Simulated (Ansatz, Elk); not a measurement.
# Na2RuCl4: X-ray structure factors from the self-consistent density

Structure refinements treat a crystal as free atoms side by side. For a made-up structure of Na2RuCl4 (cell and positions from a r2SCAN relaxation) the runs below show what the calculated density changes in F(hkl).

Calculated with Elk 11.2.3 (patched build); DFT, PBE, all-electron APW+lo, Dirac cores, scalar-relativistic bands, static density, no spin.

The structure was built from a prototype and need not be the compound's stable phase.

## Step 1: Starting point

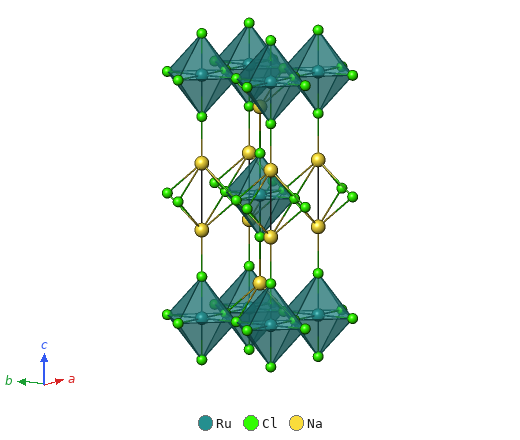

The cell as given, from a free direction (ruthenium teal, chlorine green, sodium yellow). This picture shows the conventional cell, with its axes. Some periodic images of atoms are drawn too.

Coordinates:

```cif
data_structure
_symmetry_space_group_name_H-M 'I4/mmm'
_symmetry_Int_Tables_number 139
_cell_length_a 4.7941
_cell_length_b 4.7941
_cell_length_c 14.0922
_cell_angle_alpha 90.000
_cell_angle_beta 90.000
_cell_angle_gamma 90.000
_cell_volume 323.88
loop_
_atom_site_label
_atom_site_type_symbol
_atom_site_symmetry_multiplicity
_atom_site_Wyckoff_symbol
_atom_site_fract_x
_atom_site_fract_y
_atom_site_fract_z
_atom_site_occupancy
Ru1 Ru 2 a 0.00000 0.00000 0.00000 1
Cl1 Cl 4 e 0.00000 0.00000 0.17096 1
Cl2 Cl 4 c 0.00000 0.50000 0.00000 1
Na1 Na 4 e 0.50000 0.50000 0.13744 1
```

## Step 2: Ground state and structure factors

An all-electron density is needed, since X-rays see the cores too. Task 0 finds the density and task 195 Fourier-transforms it; tshift is off so that phases refer to the origin typed.

Input file elk.in:

```
tasks
  0
  195

xctype
  20

spinpol
  .false.

rgkmax
  7.0

gmaxvr
  14.0

lmaxo
  7

lmaxapw
  8

swidth
  0.002

tshift
  .false.

ramdisk
  .false.

hmaxvr
  5.5

maxscl
  120

epspot
  1e-06

sppath
  './'

avec
  -4.52973438965 4.52973438965 13.31518859323
  4.52973438965 -4.52973438965 13.31518859323
  4.52973438965 4.52973438965 -13.31518859323

atoms
  3
  'Ru.in'
  1
  0.0000000000 0.0000000000 0.0000000000   0.000000 0.000000 0.000000
  'Cl.in'
  4
  0.1709570945 0.1709570945 -0.0000000000   0.000000 0.000000 0.000000
  0.8290429055 0.8290429055 -0.0000000000   0.000000 0.000000 0.000000
  0.5000000000 0.0000000000 0.5000000000   0.000000 0.000000 0.000000
  0.0000000000 0.5000000000 0.5000000000   0.000000 0.000000 0.000000
  'Na.in'
  2
  0.6374357870 0.6374357870 -0.0000000000   0.000000 0.000000 0.000000
  0.3625642130 0.3625642130 -0.0000000000   0.000000 0.000000 0.000000

ngridk
  7 7 7
```

Command:

```sh
> OMP_NUM_THREADS=4 elk
```

Numbers of over 12 decimals in the logs are rounded to 6 here.

The log of the run:

```text
┌─────────────────────────┐
│ Elk code version 11.2.3 │
└─────────────────────────┘

All units are atomic (Hartree, Bohr, etc.)

┌─────────────────────────────────────────────────┐
│ Ground-state run starting from atomic densities │
└─────────────────────────────────────────────────┘

Lattice vectors :
  -4.529734390       4.529734390       13.31518859
   4.529734390      -4.529734390       13.31518859
   4.529734390       4.529734390      -13.31518859

Reciprocal lattice vectors :
  0.1330733670E-16  0.6935489773      0.2359405300
  0.6935489773      0.1330733670E-16  0.2359405300
  0.6935489773      0.6935489773      0.3774458939E-17

Unit cell volume      :    1092.830450
Brillouin zone volume :   0.2269795955

Muffin-tin inner radius fraction :   0.1000000000E-01

Nuclei treated as point charges

Species : 1 (Ru)
 parameters loaded from : Ru.in
 name : ruthenium
 nuclear charge    :   -44.00000000
 electronic charge :    44.00000000
 atomic mass :    184239.3393
 muffin-tin radius :    2.426522794
 number of radial points in muffin-tin :   1193
 inner part over the whole radius :   0.9896886136E-02
 number on inner part of muffin-tin    :    847
 approximate nuclear radius :   0.8462081736E-04
 number of mesh points to nuclear radius :    424
 atomic positions (lattice), magnetic fields (Cartesian) :
  1 :   0.00000000  0.00000000  0.00000000    0.00000000  0.00000000  0.00000000

Species : 2 (Cl)
 parameters loaded from : Cl.in
 name : chlorine
 nuclear charge    :   -17.00000000
 electronic charge :    17.00000000
 atomic mass :    64626.86550
 muffin-tin radius :    2.053211595
 number of radial points in muffin-tin :    793
 inner part over the whole radius :   0.9815914994E-02
 number on inner part of muffin-tin    :    553
 approximate nuclear radius :   0.6305718926E-04
 number of mesh points to nuclear radius :    254
 atomic positions (lattice), magnetic fields (Cartesian) :
  1 :   0.17095709  0.17095709  0.00000000    0.00000000  0.00000000  0.00000000
  2 :  -0.17095709 -0.17095709  0.00000000    0.00000000  0.00000000  0.00000000
  3 :   0.50000000  0.00000000  0.50000000    0.00000000  0.00000000  0.00000000
  4 :   0.00000000  0.50000000  0.50000000    0.00000000  0.00000000  0.00000000

Species : 3 (Na)
 parameters loaded from : Na.in
 name : sodium
 nuclear charge    :   -11.00000000
 electronic charge :    11.00000000
 atomic mass :    41907.78703
 muffin-tin radius :    2.200000000
 number of radial points in muffin-tin :    793
 inner part over the whole radius :   0.9883648912E-02
 number on inner part of muffin-tin    :    551
 approximate nuclear radius :   0.5574345702E-04
 number of mesh points to nuclear radius :    238
 atomic positions (lattice), magnetic fields (Cartesian) :
  1 :  -0.36256421 -0.36256421  0.00000000    0.00000000  0.00000000  0.00000000
  2 :   0.36256421  0.36256421  0.00000000    0.00000000  0.00000000  0.00000000

Total number of atoms per unit cell :    7
Total muffin-tin volume :    294.0786745
 ratio of muffin-tin to unit cell volume :   0.2690981703

Spin treatment :
 spin-unpolarised

Number of Bravais lattice symmetries :   16
Number of crystal symmetries         :   16
Crystal has inversion symmetry
Real symmetric eigensolver will be used

k-point grid :      7     7     7
k-point offset :    0.000000000       0.000000000       0.000000000
k-point set is reduced with full crystal symmetry group
Total number of k-points :       40

Muffin-tin radius times maximum |G+k| :    7.000000000
 using average radius
Maximum |G+k| for APW functions       :    3.258115379
Maximum (1/2)|G+k|²                   :    5.307657911
Maximum |G| for potential and density :    14.00000000
Constant for pseudocharge density :    8
 order of it for each species :   15  15  15
 order of it for pair densities of each species (exact exchange by exxq0 0: 16) :   13   8  10
Radial integration step length :    1

G-vector grid sizes :     70    70    70
Number of G-vectors :    50651

[...]
Madelung                    :     -8087.7034587708
 xc potential                :     -359.69089396593
 exchange                    :     -269.59596201322
 correlation                 :     -5.794478
 electron entropic           :    -0.19684960641770E-02
 total energy                :     -6704.9240778556

Density of states at Fermi energy :    153.8587181
 (states/Hartree/unit cell)

Estimated indirect band gap :   0.9519736942E-03
 from k-point 21 to k-point 16
Estimated direct band gap   :   0.4061116207E-02
 at k-point 16

Charges :
 core                        :    72.00000000
 valence                     :    62.00000000
 interstitial                :    10.55916882
 muffin-tins (core leakage)
  species : 1 (Ru)
[...]
species : 2 (Cl)
[...]
species : 3 (Na)
[...]
total in muffin-tins        :    123.4408312
 total calculated charge     :    133.9986866
 total charge                :    134.0000000
 error                       :   0.1313359374E-02

RMS change in Kohn-Sham potential (target) :   0.5194939822     (  0.1000000000E-05)
Absolute change in total energy (target)   :   0.8223875403     (  0.1000000000E-03)

[... loops 3 to 14 left out ...]

┌──────────────────┐
│ Loop number : 15 │
└──────────────────┘

Energies :
 Fermi                       :     0.104768
 sum of occupied eigenvalues :     -3923.8533186924
 electron kinetic            :      6895.5521690408
 core electron kinetic       :      6589.0183922124
 Coulomb                     :     -13323.031909689
 Coulomb potential           :     -10461.808286531
 nuclear-nuclear             :     -643.15272110519
 electron-nuclear            :     -14911.730698192
 Hartree                     :      2231.8515096081
 Madelung                    :     -8092.1277664231
 xc potential                :     -357.59720120190
 exchange                    :     -269.69324518635
 correlation                 :     -5.795906
 electron entropic           :    -0.20465928837565E-02
 total energy                :     -6702.9709388071

Density of states at Fermi energy :    161.0024473
 (states/Hartree/unit cell)

Estimated indirect band gap :   0.1009607912E-02
 from k-point 21 to k-point 16
Estimated direct band gap   :   0.2812620968E-02
 at k-point 21

Charges :
 core                        :    72.00000000
 valence                     :    62.00000000
 interstitial                :    10.55836389
 muffin-tins (core leakage)
  species : 1 (Ru)
[...]
species : 2 (Cl)
[...]
species : 3 (Na)
[...]
total in muffin-tins        :    123.4416361
 total calculated charge     :    133.9985508
 total charge                :    134.0000000
 error                       :   0.1449153700E-02

RMS change in Kohn-Sham potential (target) :   0.9851080786E-07 (  0.1000000000E-05)
Absolute change in total energy (target)   :   0.3205590656E-04 (  0.1000000000E-03)

Convergence targets achieved

┌──────────────────┐
│ Loop number : 16 │
└──────────────────┘

Energies :
 Fermi                       :     0.104768
 sum of occupied eigenvalues :     -3923.8533183627
 electron kinetic            :      6895.5521684802
 core electron kinetic       :      6589.0183925629
 Coulomb                     :     -13323.031908369
 Coulomb potential           :     -10461.808287464
 nuclear-nuclear             :     -643.15272110519
 electron-nuclear            :     -14911.730694523
 Hartree                     :      2231.8515072595
 Madelung                    :     -8092.1277646370
 xc potential                :     -357.59719937871
 exchange                    :     -269.69324506428
 correlation                 :     -5.795906
 electron entropic           :    -0.20465928549481E-02
 total energy                :     -6702.9709379285

Density of states at Fermi energy :    161.0024423
 (states/Hartree/unit cell)

Estimated indirect band gap :   0.1009608081E-02
 from k-point 21 to k-point 16
Estimated direct band gap   :   0.2812621816E-02
 at k-point 21

Charges :
 core                        :    72.00000000
 valence                     :    62.00000000
 interstitial                :    10.55836391
 muffin-tins (core leakage)
  species : 1 (Ru)
[...]
species : 2 (Cl)
[...]
atom 4                    :    15.28378655     (  0.4588825987E-04)
  species : 3 (Na)
   atom 1                    :    9.989535187     ( -0.9715865668E-07)
   atom 2                    :    9.989535187     ( -0.9715865668E-07)
 total in muffin-tins        :    123.4416361
 total calculated charge     :    133.9985508
 total charge                :    134.0000000
 error                       :   0.1449153917E-02

┌──────────────────────────────┐
│ Self-consistent loop stopped │
└──────────────────────────────┘

Wrote STATE.OUT
```

It took 51 s on 4 threads of Intel Xeon 6975P-C (Granite Rapids), shared host; peak memory 0.33 GiB; 2.4 min of CPU time.

SFACRHO.OUT:

```text

h k l indices transformed by vhmat matrix:
   1.000000000       0.000000000       0.000000000    
   0.000000000       1.000000000       0.000000000    
   0.000000000       0.000000000       1.000000000    

      h      k      l  multipl.   |H|            Re(F)            Im(F)           |F|

      0      0      0      1   0.0000000       134.00000     -0.10535235E-15   134.00000    
     -1     -1      1      2  0.47188106       53.633318      0.37915173E-14   53.633318    
      0      1     -1      8  0.73258318       42.164680     -0.28436380E-14   42.164680    
     -2     -2      2      2  0.94376212       37.736252      0.75830345E-14   37.736252    
      1     -1      0      4  0.98082637       56.072997      0.10795523E-14   56.072997    
     -2     -1      2      8  0.99097002       25.699059     -0.18957586E-14   25.699059    
     -1     -1      0      8   1.0884356      -6.7086457     -0.37915173E-14   6.7086457    
     -2     -2      3      8   1.3611419      -14.413039      0.75830345E-14   14.413039    
      3      2     -2      8   1.3684694       55.547801      0.16113948E-13   55.547801    
     -1      1     -1      4   1.3870980       97.956276      0.21367264E-14   97.956276    
      3      3     -3      2   1.4156432       87.867095      0.23696983E-13   87.867095    
      2      0      0      8   1.4651664       41.730804     -0.56872759E-14   41.730804    
      2     -1      0     16   1.5686679       33.359980     -0.47393966E-14   33.359980    
      3      1     -3      8   1.6777150       30.354500     -0.13744250E-13   30.354500    
      3      0     -1     16   1.7047177       23.929008     -0.94787932E-15   23.929008    
     -3     -3      2      8   1.7222270       38.346689     -0.23696983E-13   38.346689    
      3      4     -3      8   1.7912953       23.706085     -0.20142436E-13   23.706085    
      4      4     -4      2   1.8875242       48.278513     -0.85309139E-14   48.278513
```

Elk indexes on the primitive cell of elk.in and gives |H| = 4π sin θ/λ in inverse bohr. Below, one row stands for each form hkl of the conventional cell (m members, Friedel mates merged), F is for one primitive cell and the density is static (no thermal factor). Free-atom factors are Waasmaier and Kirfel's, and R is Σm||F|−|F'||/Σm|F|.

| hkl | m | sin θ/λ (Å⁻¹) | abs F, DFT | neutral atoms | diff. |
| --- | --- | --- | --- | --- | --- |
| 002 | 2 | 0.071 | 53.633 | 53.598 | +0.035 |
| 101 | 8 | 0.110 | 42.165 | 41.962 | +0.203 |
| 004 | 2 | 0.142 | 37.736 | 37.577 | +0.160 |
| 110 | 4 | 0.147 | 56.073 | 56.218 | -0.145 |
| 103 | 8 | 0.149 | 25.699 | 26.245 | -0.546 |
| 112 | 8 | 0.164 | 6.709 | 6.211 | +0.497 |
| 114 | 8 | 0.205 | 14.413 | 14.204 | +0.209 |
| 105 | 8 | 0.206 | 55.548 | 55.575 | -0.028 |
| 200 | 4 | 0.209 | 97.956 | 97.993 | -0.037 |
| 006 | 2 | 0.213 | 87.867 | 87.889 | -0.022 |
| 202 | 8 | 0.220 | 41.731 | 41.800 | -0.069 |
| 211 | 16 | 0.236 | 33.360 | 33.398 | -0.038 |
| 204 | 8 | 0.252 | 30.355 | 30.403 | -0.049 |
| 213 | 16 | 0.256 | 23.929 | 23.956 | -0.027 |
| 116 | 8 | 0.259 | 38.347 | 38.385 | -0.038 |
| 107 | 8 | 0.269 | 23.706 | 23.798 | -0.092 |
| 008 | 2 | 0.284 | 48.279 | 48.644 | -0.365 |
| 215 | 16 | 0.293 | 47.425 | 47.450 | -0.025 |
| 220 | 4 | 0.295 | 82.528 | 82.695 | -0.166 |
| 206 | 8 | 0.298 | 74.305 | 74.404 | -0.098 |
| 222 | 8 | 0.303 | 36.227 | 36.223 | +0.004 |
| 301 | 8 | 0.315 | 29.127 | 29.402 | -0.274 |

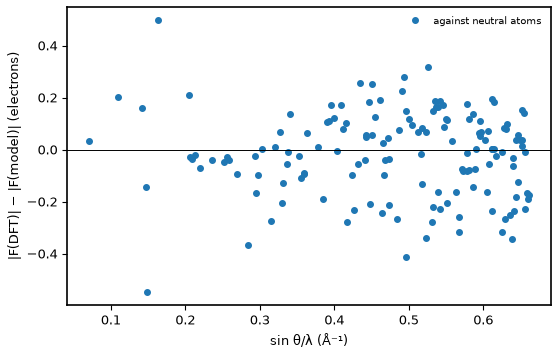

Difference between the calculated structure factors and the independent-atom ones.

## Step 3: The highest occupied states alone

An energy window below the Fermi level keeps the highest occupied states, to see at which angles they scatter; shallow core shells can lie inside it and anion s states outside. No new self-consistency is needed.

Changes to elk.in since step 2:

```diff
@@ -1,3 +1,2 @@
 tasks
-  0
   195
@@ -40,2 +39,5 @@
 
+wsfac
+  -0.336220 0.404770
+
 sppath
```

Command:

```sh
> OMP_NUM_THREADS=4 elk
```

The log of the run:

```text
┌─────────────────────────────────┐
│ Elk code version 11.2.3 started │
└─────────────────────────────────┘

Info(readinput): the functional depends on the density's gradient
 muffin-tin radial points multiplied by    2.00000
 (not where nrmtscf is given)

┌────────────────────┐
│ Current task : 195 │
└────────────────────┘
Info(checkmt): changed muffin-tin radius of species 1 (Ru) from   2.6000 to   2.4265
Info(checkmt): changed muffin-tin radius of species 2 (Cl) from   2.2000 to   2.0532

Info(sfacrho): density structure factors written to SFACRHO.OUT

 Energy window :  -0.3362200000      0.4047700000

┌──────────────────┐
│ Elk code stopped │
└──────────────────┘
```

Run time: 11 s. Hardware: 4 threads; peak memory 0.25 GiB.

States within 12 eV below the Fermi level hold 30.00 electrons; any levels below the window count with the cores. Their amplitudes can exceed the total, where window and core parts have opposite phase:

| hkl | sin θ/λ (Å⁻¹) | abs F, window | abs F, all |
| --- | --- | --- | --- |
| 002 | 0.071 | 10.392 | 53.633 |
| 101 | 0.110 | 8.700 | 42.165 |
| 004 | 0.142 | 7.943 | 37.736 |
| 110 | 0.147 | 4.065 | 56.073 |
| 103 | 0.149 | 1.678 | 25.699 |
| 112 | 0.164 | 4.105 | 6.709 |
| 114 | 0.205 | 1.823 | 14.413 |
| 105 | 0.206 | 4.605 | 55.548 |
| 200 | 0.209 | 8.481 | 97.956 |
| 006 | 0.213 | 8.081 | 87.867 |

## Step 4: Another functional

The difference from free atoms is small, so it is set against the change that LDA (Perdew-Wang) makes.

Changes to elk.in since step 3:

```diff
@@ -1,2 +1,3 @@
 tasks
+  0
   195
@@ -4,3 +5,3 @@
 xctype
-  20
+  3
 
@@ -39,5 +40,2 @@
 
-wsfac
-  -0.336220 0.404770
-
 sppath
```

Command:

```sh
> OMP_NUM_THREADS=4 elk
```

The log of the run:

```text
┌─────────────────────────┐
│ Elk code version 11.2.3 │
└─────────────────────────┘

All units are atomic (Hartree, Bohr, etc.)

┌─────────────────────────────────────────────────┐
│ Ground-state run starting from atomic densities │
└─────────────────────────────────────────────────┘

Lattice vectors :
  -4.529734390       4.529734390       13.31518859
   4.529734390      -4.529734390       13.31518859
   4.529734390       4.529734390      -13.31518859

Reciprocal lattice vectors :
  0.1330733670E-16  0.6935489773      0.2359405300
[...]
interstitial                :    10.68364422
 muffin-tins (core leakage)
  species : 1 (Ru)
[...]
species : 2 (Cl)
[...]
species : 3 (Na)
   atom 1                    :    9.991776504     ( -0.1555072445E-05)
   atom 2                    :    9.991776504     ( -0.1555072445E-05)
 total in muffin-tins        :    123.3163558
 total calculated charge     :    133.9985734
 total charge                :    134.0000000
 error                       :   0.1426604730E-02

┌──────────────────────────────┐
│ Self-consistent loop stopped │
└──────────────────────────────┘

Wrote STATE.OUT
[key lines of the parts left out:]
total energy                :     -6691.8965920861
```

It took 34 s on 4 threads; peak memory 0.3 GiB.

Against the first run R = 0.08 %; the largest change is -0.091 at 200.

## Step 5: Basis size

A smaller basis shows how fast F responds to it; the change is likely larger than the basis error of the first run, but doesn't show convergence.

Changes to elk.in since step 4:

```diff
@@ -5,3 +5,3 @@
 xctype
-  3
+  20
 
@@ -11,3 +11,3 @@
 rgkmax
-  7.0
+  5.5
```

Command:

```sh
> OMP_NUM_THREADS=4 elk
```

The log of the run:

```text
┌─────────────────────────┐
│ Elk code version 11.2.3 │
└─────────────────────────┘

All units are atomic (Hartree, Bohr, etc.)

┌─────────────────────────────────────────────────┐
│ Ground-state run starting from atomic densities │
└─────────────────────────────────────────────────┘

Lattice vectors :
  -4.529734390       4.529734390       13.31518859
   4.529734390      -4.529734390       13.31518859
   4.529734390       4.529734390      -13.31518859

Reciprocal lattice vectors :
  0.1330733670E-16  0.6935489773      0.2359405300
[...]
interstitial                :    10.79980966
 muffin-tins (core leakage)
  species : 1 (Ru)
[...]
species : 2 (Cl)
[...]
species : 3 (Na)
   atom 1                    :    9.984430786     ( -0.9715865401E-07)
   atom 2                    :    9.984430786     ( -0.9715865401E-07)
 total in muffin-tins        :    123.2001903
 total calculated charge     :    133.9989004
 total charge                :    134.0000000
 error                       :   0.1099648840E-02

┌──────────────────────────────┐
│ Self-consistent loop stopped │
└──────────────────────────────┘

Wrote STATE.OUT
[key lines of the parts left out:]
total energy                :     -6702.8385102640
```

The job ended after 37 s (4 threads; peak memory 0.31 GiB).

Against the first run R = 0.07 %; the largest change is -0.097 at 200.

## Step 6: Settings against the effect

| run | R against the first run (%) | R against neutral atoms, low angle (%) | wall time |
| --- | --- | --- | --- |
| PBE, rgkmax 7 | 0.00 | 0.32 | 51 s |
| LDA (Perdew-Wang) | 0.08 | 0.33 | 34 s |
| rgkmax 5.5 | 0.07 | 0.36 | 37 s |

## Step 7: Results

| Quantity | Value |
| --- | --- |
| R against neutral atoms, sin θ/λ < 0.3 Å⁻¹ | 0.32 % |
| R against neutral atoms, 0.3 to 0.66 Å⁻¹ | 0.53 % |

In words: Independent neutral atoms miss the calculated amplitudes by R = 0.32 % below 0.3 Å⁻¹ and 0.53 % from there to 0.66 Å⁻¹; by shells, 0.73 % below 0.15 Å⁻¹ (5 forms), 0.24 % 0.15 to 0.3 (15 forms), 0.44 % 0.3 to 0.45 (34 forms), 0.55 % above 0.45 (95 forms). Bonding, aspherical density and the tables' own atoms all enter these figures, and the runs don't part them. The largest change of an amplitude is -0.55 electrons, at 103. The window's part falls from 30.0 electrons at the origin to at most 0.60 between 0.45 and 0.66 Å⁻¹. Below 0.3 Å⁻¹ the changes that finished (LDA (Perdew-Wang) and rgkmax 5.5) move F by R = 0.08 % at most, against the 0.32 % that separates it from free atoms. The k-mesh has no finished test. These runs have no spin, though d or f shells may be open. Part of the difference isn't bonding: the tables are fits to free atoms and ions calculated by other methods than this functional. Thermal motion, anomalous dispersion and extinction are left out.

[Logs are printed without paths, hosts, clocks, repeated set-up lines and the standing remarks that a program may print on its own settings, such as how far it seeks lower states.]

[Hosts, paths, dates, database ids (printed as entryN), source tags and the programs' standing remarks are cut or masked in the printed files.]
